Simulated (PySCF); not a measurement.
**Geometry relaxation of C$_{6}$H$_{15}$PSi**

The run: geometry relaxation of C$_{6}$H$_{15}$PSi. Method and program: PBE0-D3(BJ)/def2-SVP geometry optimisation, gas phase (PySCF 2.14.0).

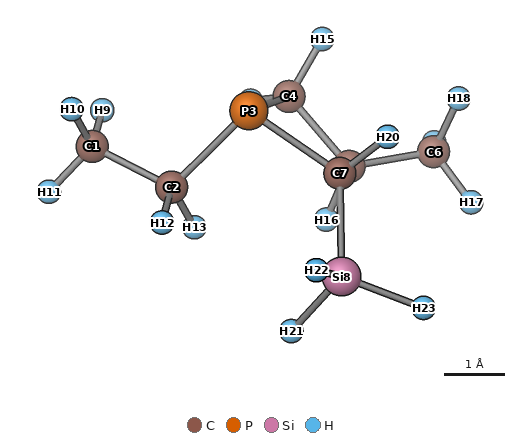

*The starting structure (ball-and-stick view, seen at a tilt; atoms are numbered from 1 in the order of the input).*

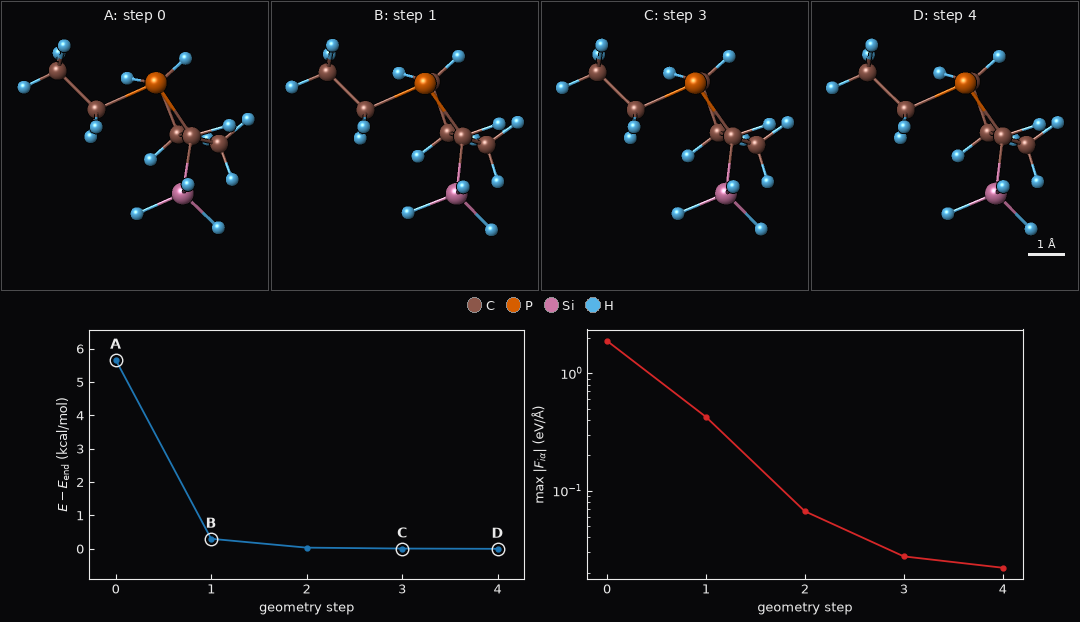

*Frames of the relaxation (ball-and-stick view, seen at a tilt) above the curves, on which the letters mark them (steps are counted from 0).*

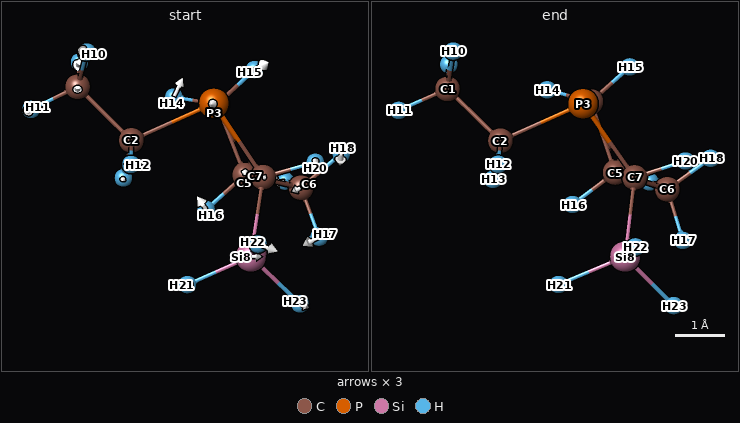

*Before (left) and after (right) the relaxation, at one scale (ball-and-stick view, seen at a tilt). The white arrows give the displacements, magnified 3 times.*

The atom that moves furthest after the best rigid fit is H15 (0.19 Å). By element the largest moves are H 0.19 Å, C 0.11 Å, Si 0.09 Å, P 0.08 Å. Among the contacts that change: Si8–H22 1.440 → 1.496 Å, Si8–H21 1.455 → 1.496 Å, C1–H9 1.062 → 1.102 Å, P3–C4 1.847 → 1.883 Å. Among the angles that change: H9–C1–H11 111.0° → 107.3°, H21–Si8–H22 111.4° → 108.6°, H22–Si8–H23 110.8° → 108.4°. Over 4 geometry steps the energy falls by 5.67 kcal/mol. Largest force component: 1.9 eV/Å at the start, 0.022 eV/Å at the end. (Atoms are counted from 1 in the order of the input.)

These pictures come from the run below.

### Input file
```
{"job": {"xc": "PBE0", "basis": "def2-SVP", "d3": "d3bj", "grid": 1, "shake": 0.01, "kind": "geom"}, "charge": 0, "multiplicity": 1}
C      3.223380    -0.427750    -0.224790
C      1.891890     0.378250    -0.274810
P      0.761710    -0.131140     1.125450
C     -0.082030    -1.543280     0.286500
C     -1.162970    -0.610750    -0.339600
C     -2.600980    -1.087660    -0.268390
C     -0.841670     0.615250     0.560070
Si    -0.927440     2.354330    -0.213380
H      3.009920    -1.464280    -0.307610
H      3.712740    -0.240620     0.727110
H      3.856450    -0.098760    -1.028190
H      2.105940     1.451410    -0.143260
H      1.366010     0.246460    -1.240220
H      0.455220    -2.139030    -0.401240
H     -0.560510    -2.221280     1.034780
H     -0.911090    -0.379860    -1.365760
H     -3.270360    -0.318240    -0.650980
H     -2.887370    -1.310970     0.767590
H     -2.723500    -2.002930    -0.859740
H     -1.527760     0.596310     1.446730
H     -0.254190     2.377650    -1.502740
H     -0.340360     3.297480     0.702520
H     -2.345340     2.682940    -0.468080
```

The first line tells a small driver script what to run in PySCF; the rest is the geometry in Å.

Command:
```bash
OMP_NUM_THREADS=1 python <driver script> task.json out
```

### Log
```
step   0  E = -867.59964269  max force = 0.036597
step   1  E = -867.60819649  max force = 0.008261
step   2  E = -867.60861959  max force = 0.001299
step   3  E = -867.60866320  max force = 0.000538
step   4  E = -867.60867643  max force = 0.000429
optimisation converged
```

### Trajectory as extended XYZ (Å, eV, eV/Å), 5 frames, from step=0 to step=4
```
23
Properties=species:S:1:pos:R:3:forces:R:3 step=0 energy=-23608.58879
C     3.2234   -0.4278   -0.2248   -1.5281   1.7279   0.3369
C     1.8919    0.3782   -0.2748    0.4360  -0.4602   0.2125
P     0.7617   -0.1311    1.1255    0.7792   0.2834   0.1515
C    -0.0820   -1.5433    0.2865   -1.8819   0.2042   0.8633
C    -1.1630   -0.6108   -0.3396    0.0776  -0.1320   1.1617
C    -2.6010   -1.0877   -0.2684    0.5260  -0.1657  -0.0522
C    -0.8417    0.6152    0.5601   -0.7829   0.5085   0.0431
Si   -0.9274    2.3543   -0.2134   -0.5879  -1.3581   0.3262
H     3.0099   -1.4643   -0.3076   -0.0714  -1.4561  -0.1962
H     3.7127   -0.2406    0.7271    0.3251  -0.0033   0.3653
H     3.8565   -0.0988   -1.0282    0.6723   0.0680  -0.6470
H     2.1059    1.4514   -0.1433   -0.0189   0.0455  -0.0725
H     1.3660    0.2465   -1.2402    0.2177   0.0690   0.0752
H     0.4552   -2.1390   -0.4012    1.0031  -0.9401  -1.0010
H    -0.5605   -2.2213    1.0348    0.3021   0.2532  -0.2581
H    -0.9111   -0.3799   -1.3658    0.2104   0.0592  -0.7312
H    -3.2704   -0.3182   -0.6510   -0.3421   0.2127  -0.1675
H    -2.8874   -1.3110    0.7676   -0.0309  -0.0210   0.1269
H    -2.7235   -2.0029   -0.8597   -0.1618  -0.1196  -0.1131
H    -1.5278    0.5963    1.4467    0.3152   0.1402  -0.3640
H    -0.2542    2.3777   -1.5027    0.4579   0.0497  -0.6525
H    -0.3404    3.2975    0.7025    0.4311   0.8431   0.6083
H    -2.3453    2.6829   -0.4681   -0.3476   0.1916  -0.0156
23
Properties=species:S:1:pos:R:3:forces:R:3 step=1 energy=-23608.82155
C     3.1514   -0.3438   -0.5700   -0.0668  -0.1711  -0.0362
C     1.8667    0.4634   -0.4383   -0.0843   0.0409  -0.1568
P     0.8941   -0.0823    1.0532   -0.0098   0.0424   0.0590
C    -0.0307   -1.5505    0.3241    0.3392  -0.0856  -0.4248
C    -1.1411   -0.6372   -0.2279    0.0483  -0.0007  -0.1457
C    -2.5581   -1.1694   -0.1852   -0.0716   0.0596   0.0051
C    -0.8378    0.5885    0.6716    0.0937  -0.0239  -0.0640
Si   -1.1050    2.3306    0.0215    0.2440   0.0512  -0.0596
H     2.9379   -1.4258   -0.6908    0.0699   0.2420  -0.0195
H     3.7642   -0.2323    0.3358    0.1000  -0.0289   0.0274
H     3.7570   -0.0190   -1.4349   -0.0972  -0.0393   0.0939
H     2.1045    1.5328   -0.2899   -0.0234  -0.0599  -0.0105
H     1.2578    0.3990   -1.3588    0.0714   0.0034   0.0676
H     0.5157   -2.1860   -0.4084   -0.2049   0.2229   0.2340
H    -0.3813   -2.1975    1.1371   -0.1061  -0.0892   0.1423
H    -0.8915   -0.3810   -1.2778   -0.0298  -0.0233   0.1594
H    -3.2755   -0.4158   -0.5519    0.0121  -0.0394   0.0181
H    -2.8433   -1.4316    0.8470   -0.0143  -0.0095  -0.0094
H    -2.6689   -2.0717   -0.8066    0.0098  -0.0076  -0.0093
H    -1.3800    0.4892    1.6243   -0.1177  -0.0051   0.1395
H    -0.4323    2.4548   -1.3132   -0.0803   0.0534   0.0277
H    -0.4997    3.3465    0.9466   -0.0416  -0.0844  -0.0304
H    -2.5529    2.6645   -0.1434   -0.0409  -0.0480  -0.0077
23
Properties=species:S:1:pos:R:3:forces:R:3 step=2 energy=-23608.83306
C     3.1508   -0.3395   -0.5686   -0.0164  -0.0224   0.0277
C     1.8625    0.4617   -0.4354   -0.0066   0.0016  -0.0041
P     0.8949   -0.0826    1.0603   -0.0141   0.0015   0.0189
C    -0.0279   -1.5499    0.3261    0.0660  -0.0668  -0.0504
C    -1.1382   -0.6376   -0.2261   -0.0146  -0.0045  -0.0150
C    -2.5582   -1.1679   -0.1883    0.0028   0.0117  -0.0007
C    -0.8342    0.5866    0.6740    0.0150  -0.0195   0.0629
Si   -1.0938    2.3263    0.0162    0.0571   0.0191  -0.0088
H     2.9456   -1.4152   -0.6987    0.0060   0.0304  -0.0194
H     3.7795   -0.2345    0.3298    0.0020   0.0023  -0.0096
H     3.7426   -0.0082   -1.4355    0.0008   0.0002  -0.0036
H     2.0951    1.5306   -0.2893    0.0008   0.0054  -0.0041
H     1.2568    0.3936   -1.3540    0.0115  -0.0134  -0.0042
H     0.5119   -2.1790   -0.4016   -0.0354   0.0303   0.0406
H    -0.3891   -2.1994    1.1410   -0.0100   0.0195  -0.0066
H    -0.8861   -0.3797   -1.2700   -0.0122  -0.0008   0.0092
H    -3.2754   -0.4158   -0.5548    0.0045  -0.0021   0.0004
H    -2.8491   -1.4350    0.8409    0.0031  -0.0055  -0.0015
H    -2.6651   -2.0684   -0.8135    0.0026  -0.0030  -0.0034
H    -1.3859    0.4909    1.6283   -0.0189   0.0342  -0.0273
H    -0.4364    2.4736   -1.3204   -0.0253   0.0138   0.0014
H    -0.5005    3.3357    0.9483   -0.0055  -0.0137   0.0045
H    -2.5487    2.6391   -0.1445   -0.0132  -0.0184  -0.0068
23
Properties=species:S:1:pos:R:3:forces:R:3 step=3 energy=-23608.83425
C     3.1504   -0.3354   -0.5695    0.0049   0.0084   0.0148
C     1.8602    0.4611   -0.4325   -0.0004   0.0060   0.0128
P     0.8945   -0.0846    1.0649   -0.0048  -0.0094  -0.0010
C    -0.0264   -1.5524    0.3281   -0.0047   0.0033   0.0088
C    -1.1359   -0.6388   -0.2254   -0.0050   0.0012   0.0053
C    -2.5557   -1.1688   -0.1911    0.0030  -0.0043   0.0016
C    -0.8330    0.5857    0.6760    0.0276  -0.0236   0.0227
Si   -1.0907    2.3252    0.0166   -0.0022   0.0046   0.0017
H     2.9491   -1.4096   -0.7062   -0.0044  -0.0130  -0.0097
H     3.7827   -0.2319    0.3264   -0.0048   0.0006  -0.0028
H     3.7380    0.0013   -1.4371    0.0085   0.0063  -0.0064
H     2.0898    1.5308   -0.2874   -0.0007   0.0053  -0.0043
H     1.2558    0.3898   -1.3516   -0.0061  -0.0066  -0.0031
H     0.5118   -2.1814   -0.3969    0.0095  -0.0148  -0.0121
H    -0.3926   -2.1997    1.1423   -0.0001   0.0114  -0.0020
H    -0.8830   -0.3801   -1.2682   -0.0022   0.0037  -0.0109
H    -3.2721   -0.4163   -0.5576   -0.0006   0.0018  -0.0005
H    -2.8483   -1.4387    0.8368    0.0005  -0.0035  -0.0005
H    -2.6605   -2.0682   -0.8187   -0.0003   0.0006  -0.0009
H    -1.3908    0.4950    1.6270   -0.0132   0.0230  -0.0146
H    -0.4390    2.4833   -1.3207   -0.0035   0.0026  -0.0029
H    -0.5045    3.3326    0.9540    0.0001   0.0010   0.0062
H    -2.5487    2.6261   -0.1449   -0.0011  -0.0047  -0.0020
23
Properties=species:S:1:pos:R:3:forces:R:3 step=4 energy=-23608.83461
C     3.1512   -0.3298   -0.5701    0.0043   0.0103  -0.0024
C     1.8586    0.4625   -0.4299    0.0055   0.0031   0.0079
P     0.8944   -0.0875    1.0671   -0.0018  -0.0083  -0.0042
C    -0.0254   -1.5547    0.3277   -0.0144   0.0169   0.0098
C    -1.1344   -0.6404   -0.2258   -0.0018   0.0022   0.0026
C    -2.5540   -1.1710   -0.1927    0.0021  -0.0050   0.0013
C    -0.8319    0.5836    0.6768    0.0221  -0.0139   0.0042
Si   -1.0900    2.3234    0.0176   -0.0156  -0.0014   0.0024
H     2.9528   -1.4039   -0.7132   -0.0033  -0.0097  -0.0024
H     3.7837   -0.2286    0.3258   -0.0045  -0.0017   0.0023
H     3.7377    0.0127   -1.4365    0.0041   0.0048   0.0005
H     2.0851    1.5328   -0.2839   -0.0015   0.0018  -0.0035
H     1.2540    0.3900   -1.3489   -0.0053  -0.0027   0.0016
H     0.5129   -2.1844   -0.3966    0.0108  -0.0141  -0.0119
H    -0.3937   -2.2005    1.1419    0.0026   0.0029   0.0004
H    -0.8817   -0.3805   -1.2685   -0.0006   0.0010  -0.0066
H    -3.2706   -0.4179   -0.5578   -0.0011   0.0011   0.0002
H    -2.8468   -1.4436    0.8345    0.0008  -0.0013  -0.0004
H    -2.6583   -2.0691   -0.8222   -0.0005   0.0011  -0.0013
H    -1.3943    0.4967    1.6252   -0.0072   0.0096  -0.0035
H    -0.4398    2.4875   -1.3196    0.0037  -0.0004  -0.0007
H    -0.5088    3.3303    0.9587   -0.0002   0.0028   0.0026
H    -2.5495    2.6177   -0.1454    0.0019   0.0008   0.0009
```

### Key numbers

- outcome: converged
- total energy: −867.608676 hartree
- dipole moment: 1.38 D
- point group: C1
- hardware: 1 CPU thread, shared host
- wall time: 1.9 min
- peak memory: 0.83 GiB
